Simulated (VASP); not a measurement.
Band structure of CoGa (CsCl type). Method: PBEsol GGA, VASP's PBE PAW potentials (set 64) (plane waves; VASP).

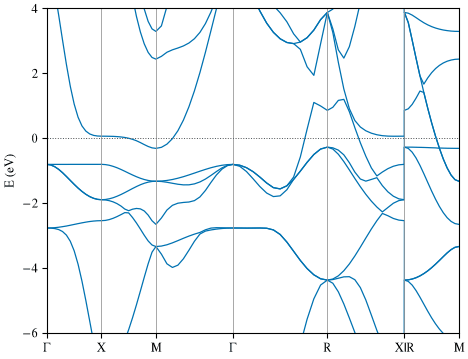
Bands along high-symmetry lines, zero at the valence-band maximum or, without a gap, the Fermi level

Task: Read the plot: is there a gap, and where are the band edges?

Result: It has no gap at this level: it comes out as a metal or semimetal. (Edges off the drawn lines would not show.)

The compound is CoGa in the CsCl type structure. It was relaxed first. The run is not spin-polarised, so no magnetic state was tried.
